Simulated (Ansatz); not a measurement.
# singlet BSiH2Cl: levels of theory compared

We compute a comparison of 6 runs (HF/STO-3G, B2PLYP/STO-3G, BLYP/STO-3G, PBE0/STO-3G, CCSDT/STO-3G, CCSD(T)/STO-3G) of singlet BSiH2Cl. 

Program for the calculation: Ansatz 0.2.0.

72 further runs of the same task are left out: 4 that didn't finish, 68 set aside as unsound or not needed.

## (1) The system as given

The species is BSiH2Cl (5 atoms), meant as a singlet with charge 0. As SMILES of the parent species, `B[Si]Cl`. Geometry: relaxed at GFN2-xTB. That shape belongs to the parent species and isn't relaxed for this state.

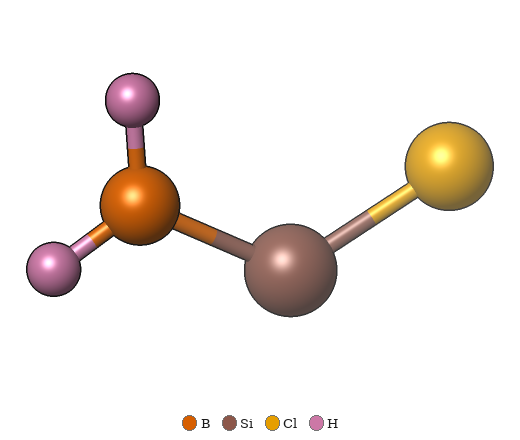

The structure, seen from a chosen angle (boron orange, silicon brown, chlorine amber, hydrogen pink).

## (2) A single-point energy at HF/STO-3G (run 1)

The input, run.yaml:

```yaml
crystal:
  periodic: [false, false, false]
  atoms:
    - {symbol: B, position_ang: [-0.674100, 0.367960, -0.302510]}
    - {symbol: Si, position_ang: [0.334580, -1.081930, 0.357550]}
    - {symbol: Cl, position_ang: [2.311390, -0.930270, 0.961480]}
    - {symbol: H, position_ang: [-0.184480, 1.431210, -0.387430]}
    - {symbol: H, position_ang: [-1.787390, 0.213030, -0.629090]}
basis:
  gaussian: {orbitals: STO-3G}
hamiltonian: {xc: hf}
accuracy: high
```

Run with:

```sh
$ ansatz run run.yaml --threads 1 --pin off --max-ram 2610MiB --events-out events.jsonl --progress --plain --runs-dir runs
```

The log of the run:

```text
Warning: RAYON_NUM_THREADS=1 ignored (pool sized by the plan → 1); use --threads N
Functional definition: HF
  name "HF"
  exchange = exact_x
  correlation = 0
452 factors; integrals over basis functions are off by at most 1.1e-8 eV
mean field evaluation 1: about -20832.8167 eV, gradient 1.5e1 eV
mean field evaluation 2: about -20832.8572 eV, gradient 1.5e1 eV
mean field evaluation 4: about -20834.1044 eV, gradient 7.8e-1 eV
mean field evaluation 8: about -20834.1087 eV, gradient 4.8e-6 eV
mean field evaluation 16: about -20831.7673 eV, gradient 3.5e-1 eV
mean field -20834.10868938 eV, -765.6393724687 hartree, gradient 2.8e-8 eV, S^2 0.000000; 0 other end points of the search recorded, 0 dependent functions left out
reference -20834.10868938 eV, -765.6393724687 hartree; 19, 19 occupied and 6, 6 virtual orbitals, 452 factors
Total energy: -20834.10868938 eV, -765.6393724687 hartree
```

Run time: 0.2 s. Hardware: 1 thread of Arm Neoverse V1, shared host.

## (3) The energy at B2PLYP/STO-3G (run 2)

The input, in.yaml:

```yaml
crystal:
  periodic: [false, false, false]
  atoms:
    - {symbol: B, position_ang: [-0.674100, 0.367960, -0.302510]}
    - {symbol: Si, position_ang: [0.334580, -1.081930, 0.357550]}
    - {symbol: Cl, position_ang: [2.311390, -0.930270, 0.961480]}
    - {symbol: H, position_ang: [-0.184480, 1.431210, -0.387430]}
    - {symbol: H, position_ang: [-1.787390, 0.213030, -0.629090]}
basis:
  gaussian:
    orbitals: STO-3G
hamiltonian:
  xc: {name: B2PLYP}
correlation:
  frozen_orbitals: {B: 1, Cl: 5, H: 0, Si: 5}
accuracy: high
```

Run with:

```sh
$ ansatz run in.yaml --threads 1 --pin off --max-ram 2610MiB --events-out events.jsonl --progress --plain --runs-dir runs
```

The log of the run, shortened:

```text
Warning: RAYON_NUM_THREADS=1 ignored (pool sized by the plan → 1); use --threads N
Functional definition: B2PLYP
  name "B2PLYP"
[...]
452 factors; integrals over basis functions are off by at most 1.1e-8 eV
[...]
mean field -20859.89950569 eV, -766.5871674866 hartree, gradient 8.7e-8 eV, S^2 0.000000; 2 other end points of the search recorded, 0 dependent functions left out; unrestricted orbitals would lower it
11 core orbitals not correlated: weight in the atoms' cores, before any rotation towards them, 0.999 or more for the frozen orbitals, at most 0.000 for the correlated occupied ones
reference -20859.89952449 eV, -766.5871681771 hartree; 8, 8 occupied and 6, 6 virtual orbitals, 452 factors
second order -2.29422528 eV of doubles, -0.00000000 eV of singles
Total energy: -20860.51896531 eV, -766.6099322076 hartree
```

Wall time 2.3 s (1 thread of Arm Neoverse V1, shared host); peak memory 0.1 GiB.

Run 3 isn't shown in full; the table further down has it.

## (4) The energy at PBE0/STO-3G (run 4)

The input, input.yaml:

```yaml
crystal:
  periodic: [false, false, false]
  atoms:
    - symbol: B
      position_ang: [-0.674100, 0.367960, -0.302510]
    - symbol: Si
      position_ang: [0.334580, -1.081930, 0.357550]
    - symbol: Cl
      position_ang: [2.311390, -0.930270, 0.961480]
    - symbol: H
      position_ang: [-0.184480, 1.431210, -0.387430]
    - symbol: H
      position_ang: [-1.787390, 0.213030, -0.629090]
basis:
  gaussian: {orbitals: STO-3G}
total_charge: 0
hamiltonian: {xc: {name: PBE0}}
accuracy: high
```

Run with:

```sh
$ ansatz run input.yaml --threads 1 --pin off --max-ram 2610MiB --events-out events.jsonl --progress --plain --runs-dir runs
```

The log of the run:

```text
Warning: RAYON_NUM_THREADS=1 ignored (pool sized by the plan → 1); use --threads N
Functional definition: PBE0
  name "PBE0"
  parameter a = 0.25
  parameter kappa = 0.804
  parameter beta = 0.06672455060314922
  exchange = (1 - a)*pbe_x(kappa = kappa, mu = beta*pi^2/3) + a*exact_x
  correlation = pbe_c(beta = beta)
452 factors; integrals over basis functions are off by at most 1.1e-8 eV
mean field evaluation 1: about -20861.0603 eV, gradient 1.4e1 eV
mean field evaluation 2: about -20860.2936 eV, gradient 2.0e1 eV
mean field evaluation 4: about -20862.2095 eV, gradient 1.5e-1 eV
mean field evaluation 8: about -20862.1904 eV, gradient 3.6e-3 eV
mean field evaluation 16: about -20862.1904 eV, gradient 2.3e-5 eV
mean field evaluation 32: about -20861.1287 eV, gradient 1.3e0 eV
mean field -20862.19036988 eV, -766.6713551925 hartree, gradient 2.5e-8 eV, S^2 0.000000; 3 other end points of the search recorded, 0 dependent functions left out
reference -20862.19037131 eV, -766.6713552452 hartree; 19, 19 occupied and 6, 6 virtual orbitals, 452 factors
Total energy: -20862.19037131 eV, -766.6713552452 hartree
```

Wall time 2.2 s (1 thread of Arm Neoverse V1, shared host); peak memory 0.1 GiB.

Run 5 isn't shown in full; the table further down has it.

## (5) The energy at CCSD(T)/STO-3G (run 6)

The input, molecule.yaml:

```yaml
crystal:
  periodic: [false, false, false]
  atoms:
    - {symbol: B, position_ang: [-0.674100, 0.367960, -0.302510]}
    - {symbol: Si, position_ang: [0.334580, -1.081930, 0.357550]}
    - {symbol: Cl, position_ang: [2.311390, -0.930270, 0.961480]}
    - {symbol: H, position_ang: [-0.184480, 1.431210, -0.387430]}
    - {symbol: H, position_ang: [-1.787390, 0.213030, -0.629090]}
basis:
  gaussian:
    orbitals: STO-3G
correlation:
  method: ccsd_t
  frozen_orbitals: {B: 1, Cl: 5, H: 0, Si: 5}
total_charge: 0
accuracy: high
scf:
  omitted_lower_state_checks: [cluster_reference, increment]
```

Run with:

```sh
$ ansatz run molecule.yaml --threads 1 --pin off --max-ram 2610MiB --events-out events.jsonl --progress --plain --runs-dir runs
```

The log of the run, shortened:

```text
Warning: RAYON_NUM_THREADS=1 ignored (pool sized by the plan → 1); use --threads N
[... 2 set-up lines as earlier in the session ...]
[...]
452 factors; integrals over basis functions are off by at most 1.1e-8 eV
[...]
mean field -20834.10868938 eV, -765.6393724687 hartree, gradient 2.8e-8 eV, S^2 0.000000; 2 other end points of the search recorded, 0 dependent functions left out; unrestricted orbitals would lower it
11 core orbitals not correlated: weight in the atoms' cores, before any rotation towards them, 0.999 or more for the frozen orbitals, at most 0.000 for the correlated occupied ones
reference -20834.10868938 eV, -765.6393724687 hartree; 8, 8 occupied and 6, 6 virtual orbitals, 452 factors
second order -1.65264162 eV of doubles, -0.00000000 eV of singles
cycle   1  -2.08183365 eV  change   -4.3e-1 eV  update   7.2e-2
[...]
cycle  35  -2.40763908 eV  change  -1.8e-11 eV  update  7.6e-10
perturbative correction -0.05593029 eV, -0.0020554003 hartree
Total energy: -20836.57225875 eV, -765.7299069732 hartree
Checks for a lower state left out: cluster_reference, increment
```

Run time: 0.34 s. Hardware: 1 thread of Arm Neoverse V1, shared host.

## (6) The series

```
run           level  frozen core orbitals  energy (Eh)  wall time
  1       HF/STO-3G                     –  -765.639372      0.2 s
  2   B2PLYP/STO-3G                    11  -766.609932      2.3 s
  3     BLYP/STO-3G                     –  -766.854103        3 s
  4     PBE0/STO-3G                     –  -766.671355      2.2 s
  5    CCSDT/STO-3G                    11  -765.730986     0.72 s
  6  CCSD(T)/STO-3G                    11  -765.729907     0.34 s
```

## (7) What came out

| quantity | value |
| --- | --- |
| run 6: total energy | -765.72991 Eh |
| run 6: correlation energy (11 core orbitals frozen) | -90.5 mEh |
| run 6: (T) correction | -2.06 mEh |
| run 6: T1 diagnostic | 0.012 |

Below the HF energy at the same shape and in the same basis (STO-3G): CCSDT -91.6 mEh; CCSD(T) -90.5 mEh. Totals of different functionals can't be ranked against each other. In runs 2, 5, 6 the log says that unrestricted orbitals would lower the reference, so the values rest on an unstable closed-shell determinant (other closed-shell runs at this shape may share the fault). In runs 1, 2, 3, 4, 5, 6 the basis is minimal, so the values are rough. All runs together took 8.7 s, the longest 3 s.
